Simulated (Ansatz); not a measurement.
# Phonon calculation of C₄H₅Br

The run: phonon calculation of C₄H₅Br. Method and program: RKS PBE0-D4/def2-SVP (Ansatz 0.2.0).

It belongs to a series of runs on one base structure; here: vibrations at the highest image of the band. Figures and captions count atoms from 1; the log counts them from 0 in places.

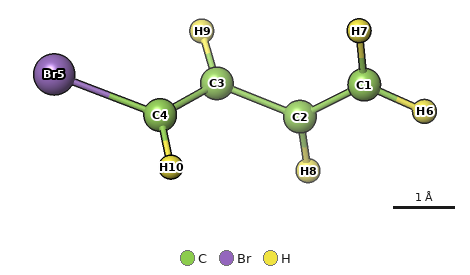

*The input geometry (ball-and-stick view, seen on its broad side; atoms are numbered from 1 in the order of the input).*

**The input**
```yaml
crystal:
  periodic: [false, false, false]
  atoms:
    - { symbol: C, position_ang: [-0.846002, -1.307476, 0.921721] }
    - { symbol: C, position_ang: [0.200195, -0.871463, 0.218173] }
    - { symbol: C, position_ang: [0.561581, 0.555656, 0.055567] }
    - { symbol: C, position_ang: [0.285773, 1.24591, -1.050784] }
    - { symbol: Br, position_ang: [0.750236, 3.050068, -1.285252] }
    - { symbol: H, position_ang: [-1.054949, -2.376119, 1.018873] }
    - { symbol: H, position_ang: [-1.529496, -0.614041, 1.421223] }
    - { symbol: H, position_ang: [0.861481, -1.603407, -0.265231] }
    - { symbol: H, position_ang: [1.089511, 1.052095, 0.879485] }
    - { symbol: H, position_ang: [-0.235229, 0.817679, -1.910675] }
basis:
  gaussian: { orbitals: def2-SVP }
hamiltonian:
  xc: pbe0
  dispersion: d4
phonons: {}
```

Hardware: 2 threads of Arm Neoverse V2, 24 GiB of memory available, shared host.

Command:
```bash
ansatz run input.yaml --threads 2 --pin off --max-ram 3072MiB --backend cpu --events-out ev --progress --plain --runs-dir out
```

**Log**
```
Engine: ansatz 0.2.0, aarch64-unknown-linux-gnu
Functional definition: PBE0
  parameter a = 0.25
  parameter kappa = 0.804
  parameter beta = 0.06672455060314922
  exchange = (1 - a)*pbe_x(kappa = kappa, mu = beta*pi^2/3) + a*exact_x
  correlation = pbe_c(beta = beta)
1269 factors; integrals over basis functions are off by at most 3.6e-4 eV
mean field evaluation 1: about -74243.5906 eV, gradient 4.6e1 eV
mean field evaluation 2: about -74240.9667 eV, gradient 5.6e1 eV
mean field evaluation 4: about -74249.4484 eV, gradient 4.9e0 eV
mean field evaluation 8: about -74249.5357 eV, gradient 5.9e-2 eV
mean field evaluation 16: about -74249.5357 eV, gradient 1.4e-5 eV
mean field -74249.53571234 eV, -2728.6201092857 hartree, gradient 1.4e-5 eV, S^2 0.000000; 0 other end points of the search recorded, 0 dependent functions left out
the calculation of the forces begins
reference -74249.53573943 eV, -2728.6201102809 hartree; 32, 32 occupied and 81, 81 virtual orbitals, 1269 factors
these checks for a lower state are left out or cut short: stability, starts, cluster_reference, orbital_swaps, neighbouring_geometries, increment
1269 factors; integrals over basis functions are off by at most 3.6e-4 eV
mean field -74249.53552118 eV, -2728.6201022606 hartree, gradient 1.3e-6 eV, S^2 0.000000; 0 other end points of the search recorded, 0 dependent functions left out
[... from here on the field's lines of each further geometry are left out, up to the last ...]
the calculation of the forces begins
reference -74249.53566051 eV, -2728.6201073810 hartree; 32, 32 occupied and 81, 81 virtual orbitals, 1269 factors
these checks for a lower state are left out or cut short: stability, starts, cluster_reference, orbital_swaps, neighbouring_geometries, increment
1269 factors; integrals over basis functions are off by at most 3.6e-4 eV
mean field -74249.53564186 eV, -2728.6201066955 hartree, gradient 1.3e-6 eV, S^2 0.000000; 0 other end points of the search recorded, 0 dependent functions left out
the calculation of the forces begins
reference -74249.53566895 eV, -2728.6201076909 hartree; 32, 32 occupied and 81, 81 virtual orbitals, 1269 factors
WARN: phonons: modes at or below zero, which the zero-point energy, F, S and C_V leave out: 1, the lowest at -186.37 cm⁻¹. A minimum has none, and a first-order saddle one
Total energy: -74249.71201992 eV, -2728.6265884698 hartree
Atom 0 at    -0.846002    -1.307476     0.921721 Å, force     0.004252     0.000132    -0.003210 eV/Å
Atom 1 at     0.200195    -0.871463     0.218173 Å, force     0.005016     0.003291    -0.003518 eV/Å
Atom 2 at     0.561581     0.555656     0.055567 Å, force     0.000144     0.001670     0.003381 eV/Å
Atom 3 at     0.285773     1.245910    -1.050784 Å, force    -0.001138    -0.016580     0.001122 eV/Å
Atom 4 at     0.750236     3.050068    -1.285252 Å, force     0.001906     0.012350    -0.001348 eV/Å
Atom 5 at    -1.054949    -2.376119     1.018873 Å, force    -0.003839    -0.001647     0.002272 eV/Å
Atom 6 at    -1.529496    -0.614041     1.421223 Å, force     0.000842    -0.000641     0.000579 eV/Å
Atom 7 at     0.861481    -1.603407    -0.265231 Å, force    -0.005177     0.000501     0.000993 eV/Å
Atom 8 at     1.089511     1.052095     0.879485 Å, force    -0.002594     0.000194    -0.001384 eV/Å
Atom 9 at    -0.235229     0.817679    -1.910675 Å, force     0.000588     0.000730     0.001113 eV/Å
Dipole moment:    -0.062477    -0.297757     0.078792 e Å
Vibrations: -186.37 138.58 205.66 308.38 462.61 610.62 788.01 814.48 949.18 959.48 968.94 1017.01 1120.23 1203.31 1286.60 1299.19 1418.95 1690.95 1744.42 3151.99 3166.27 3172.16 3229.72 3268.11 cm⁻¹, zero-point energy 2.044181 eV
```

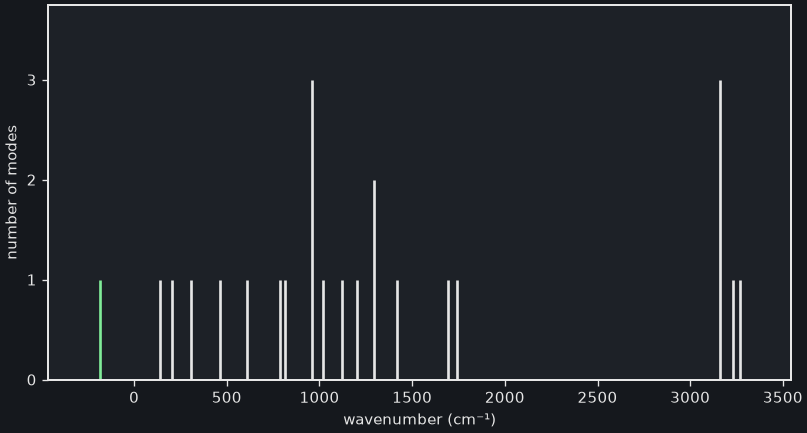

*Harmonic vibrational wavenumbers from the force constants; neighbouring modes closer than 16 cm⁻¹ are counted in one stick, and imaginary ones are drawn at negative wavenumbers.*

24 modes from 186i to 3268 cm⁻¹, 1 imaginary beyond 8i (186i cm⁻¹): a first-order saddle point, if the geometry is stationary.

**Key numbers**

| quantity | value |
| --- | --- |
| outcome | converged |
| total energy | −74249.7120 eV |
| mean-field energy | −74249.5357 eV |
| largest force (length of the vector) | 0.017 eV/Å |
| wall time | 1.8 min (CPU time 3.6 min) |
| peak memory | 0.28 GiB |
